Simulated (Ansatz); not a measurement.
# SiNH5 (Si(NH2)H3): levels of theory compared

Aim: a comparison of 6 runs (B3LYP/STO-3G, UPBE0/STO-3G, r2SCAN/STO-3G, wB97X/STO-3G, MP2/STO-3G, CCSD/STO-3G) of SiNH5 (Si(NH2)H3). 

The calculation is run with Ansatz 0.2.0.

49 further runs of the same task are left out: 49 set aside as unsound or not needed.

### 1 The system as given

SiNH5: 7 atoms, total charge 0, spin state singlet. As SMILES, `[H][Si]([H])([H])N`. The H5–Si1 distance was set to 2.921 Å, away from the relaxed value. At this shape a bond of the SMILES string is far longer than usual.

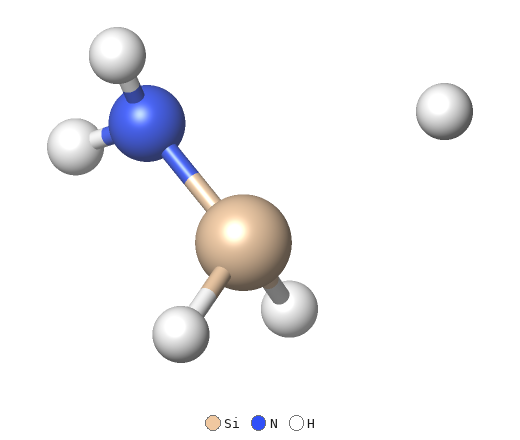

Viewed from a chosen angle; silicon light orange, nitrogen blue, hydrogen white.

### 2 A single-point energy at B3LYP/STO-3G (run 1)

Input file in.yaml:

```yaml
crystal:
  periodic: [false, false, false]
  atoms:
    - symbol: Si
      position_ang: [-1.389162, 0.014680, -0.230429]
    - symbol: "N"
      position_ang: [-1.297812, 0.190990, 1.481121]
    - symbol: H
      position_ang: [-0.680792, -0.415890, 1.996351]
    - symbol: H
      position_ang: [-2.152132, 0.319700, 1.998411]
    - symbol: H
      position_ang: [1.387750, -0.009920, -1.135540]
    - symbol: H
      position_ang: [-2.136392, 1.181650, -0.693539]
    - symbol: H
      position_ang: [-2.062292, -1.207410, -0.701009]
basis:
  gaussian: {orbitals: STO-3G}
hamiltonian: {xc: {name: B3LYP}}
accuracy: high
```

Started as:

```bash
$ ansatz run in.yaml --threads 1 --pin off --max-ram 2610MiB --events-out events.jsonl --progress --plain --runs-dir runs
```

The log of the run:

```text
Warning: RAYON_NUM_THREADS=1 ignored (pool sized by the plan → 1); use --threads N
Functional definition: B3LYP
  name "B3LYP"
  parameter a0 = 0.2
  parameter ax = 0.72
  parameter ac = 0.81
  exchange = (1 - a0 - ax)*slater_x + ax*b88_x + a0*exact_x
  correlation = (1 - ac)*vwn_rpa_c + ac*lyp_c
335 factors; integrals over basis functions are off by at most 1.0e-8 eV
mean field evaluation 1: about -9324.9861 eV, gradient 2.9e1 eV
mean field evaluation 2: about -9317.3811 eV, gradient 3.2e1 eV
mean field evaluation 4: about -9331.7788 eV, gradient 2.5e0 eV
mean field evaluation 8: about -9331.7787 eV, gradient 2.5e0 eV
mean field evaluation 16: about -9331.7611 eV, gradient 5.9e-8 eV
mean field -9331.76111327 eV, -342.9358956180 hartree, gradient 5.9e-8 eV, S^2 0.000000; 0 other end points of the search recorded, 0 dependent functions left out
reference -9331.76114444 eV, -342.9358967634 hartree; 13, 13 occupied and 6, 6 virtual orbitals, 335 factors
Total energy: -9331.76114444 eV, -342.9358967634 hartree
```

Wall time 1.2 s (1 thread of Arm Neoverse V2, shared host); peak memory 0.098 GiB.

### 3 A single-point energy at UPBE0/STO-3G (run 2)

Input file run.yaml:

```yaml
crystal:
  periodic: [false, false, false]
  atoms:
    - {symbol: Si, position_ang: [-1.389162, 0.014680, -0.230429]}
    - {symbol: N, position_ang: [-1.297812, 0.190990, 1.481121]}
    - {symbol: H, position_ang: [-0.680792, -0.415890, 1.996351]}
    - {symbol: H, position_ang: [-2.152132, 0.319700, 1.998411]}
    - {symbol: H, position_ang: [1.387750, -0.009920, -1.135540]}
    - {symbol: H, position_ang: [-2.136392, 1.181650, -0.693539]}
    - {symbol: H, position_ang: [-2.062292, -1.207410, -0.701009]}
basis:
  gaussian: {orbitals: STO-3G}
magnetization: {spin_polarized: true}
hamiltonian: {xc: pbe0}
accuracy: high
```

Started as:

```bash
$ ansatz run run.yaml --threads 1 --pin off --max-ram 2610MiB --events-out events.jsonl --progress --plain --runs-dir runs
```

The log of the run:

```text
Warning: RAYON_NUM_THREADS=1 ignored (pool sized by the plan → 1); use --threads N
Functional definition: PBE0
  name "PBE0"
  parameter a = 0.25
  parameter kappa = 0.804
  parameter beta = 0.06672455060314922
  exchange = (1 - a)*pbe_x(kappa = kappa, mu = beta*pi^2/3) + a*exact_x
  correlation = pbe_c(beta = beta)
335 factors; integrals over basis functions are off by at most 1.0e-8 eV
mean field evaluation 1: about -9320.1336 eV, gradient 2.0e1 eV
mean field evaluation 2: about -9313.1187 eV, gradient 2.1e1 eV
mean field evaluation 4: about -9326.1616 eV, gradient 4.9e0 eV
mean field evaluation 8: about -9326.3993 eV, gradient 1.9e0 eV
mean field evaluation 16: about -9326.4079 eV, gradient 1.5e-4 eV
mean field evaluation 32: about -9327.4121 eV, gradient 9.9e-9 eV
mean field -9327.41208761 eV, -342.7760718728 hartree, gradient 1.7e-8 eV, S^2 0.872633; 3 other end points of the search recorded, 0 dependent functions left out
reference -9327.41208934 eV, -342.7760719364 hartree; 13, 13 occupied and 6, 6 virtual orbitals, 335 factors
Total energy: -9327.41208934 eV, -342.7760719364 hartree
```

Run time: 4.2 s. Hardware: 1 thread of Arm Neoverse V2, shared host; peak memory 0.14 GiB.

Runs 3 to 5 aren't shown in full; the table further down has their settings and results.

### 4 A single-point energy at CCSD/STO-3G (run 6)

Input file input.yaml:

```yaml
crystal:
  periodic: [false, false, false]
  atoms:
    - symbol: Si
      position_ang: [-1.389162, 0.014680, -0.230429]
    - symbol: "N"
      position_ang: [-1.297812, 0.190990, 1.481121]
    - symbol: H
      position_ang: [-0.680792, -0.415890, 1.996351]
    - symbol: H
      position_ang: [-2.152132, 0.319700, 1.998411]
    - symbol: H
      position_ang: [1.387750, -0.009920, -1.135540]
    - symbol: H
      position_ang: [-2.136392, 1.181650, -0.693539]
    - symbol: H
      position_ang: [-2.062292, -1.207410, -0.701009]
basis:
  gaussian: {orbitals: STO-3G}
correlation: {method: ccsd, frozen_orbitals: {H: 0, "N": 1, Si: 5}}
accuracy: high
scf: {omitted_lower_state_checks: [cluster_reference, increment]}
```

Started as:

```bash
$ ansatz run input.yaml --threads 1 --pin off --max-ram 2610MiB --events-out events.jsonl --progress --plain --runs-dir runs
```

The log of the run:

```text
Warning: RAYON_NUM_THREADS=1 ignored (pool sized by the plan → 1); use --threads N
[... 12 lines left out ...]
6 core orbitals not correlated: weight in the atoms' cores, before any rotation towards them, 1.000 or more for the frozen orbitals, at most 0.000 for the correlated occupied ones
[... 29 lines left out ...]
WARN: these amplitudes may be one of several solutions (largest doubles amplitude 0.63, level shift 8.13 eV)
Total energy: -9311.34484378 eV, -342.1856115525 hartree
Checks for a lower state left out: cluster_reference, increment
```

It took 0.14 s on 1 thread of Arm Neoverse V2, shared host.

### 5 All runs side by side

```
run          level  frozen core orbitals  energy (Eh)  wall time
  1   B3LYP/STO-3G                     –  -342.935897      1.2 s
  2   UPBE0/STO-3G                     –  -342.776072      4.2 s
  3  r2SCAN/STO-3G                     –  -342.881938      2.2 s
  4   wB97X/STO-3G                     –  -342.885868      4.5 s
  5     MP2/STO-3G                     6  -342.104566     0.12 s
  6    CCSD/STO-3G                     6  -342.185612     0.14 s
```

### 6 Summary of results

```
                                          quantity          value
                               run 6: total energy  -342.18561 Eh
run 6: correlation energy (6 core orbitals frozen)     -230.3 mEh
                              run 6: T1 diagnostic          0.030
```

Totals of different functionals can't be ranked against each other. In runs 5, 6 the log says that unrestricted orbitals would lower the reference, so the values rest on an unstable closed-shell determinant (other closed-shell runs at this shape may share the fault). In runs 1, 2, 3, 4, 5, 6 the basis is minimal, so the values are rough. In runs 1, 3, 4, 5, 6 a closed-shell determinant meets a far-stretched bond, which it describes badly. Spin contamination of the reference: run 2 ⟨S²⟩ = 0.87. Where it is this large, the reference is a mixture of spin states, and values that rest on it are in doubt. All runs together took 12 s, the longest 4.5 s.
